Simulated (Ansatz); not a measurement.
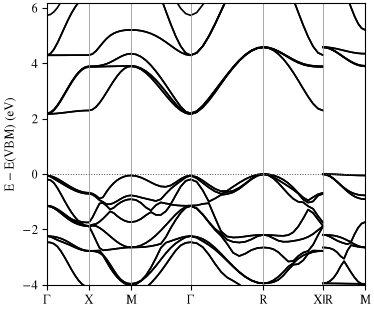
Band structure from DFT-r²SCAN with spin–orbit coupling in the program Ansatz with PAW potentials

### Question
Read off the gap and where the band edges lie.

### Answer
About 2.2 eV (2.16 eV by a search for the band edges); maximum at R, minimum at Γ.

The material is BaTiO$_{3}$ (cubic perovskite, Pm-3m).

This is a known high-temperature phase of the composition, computed here at zero pressure and temperature. The r²SCAN relaxation kept the symmetry of its start. At this level the phase is dynamically unstable (imaginary phonons). No spin polarisation was allowed.

Potentials: the earlier of the program's two PAW sets.
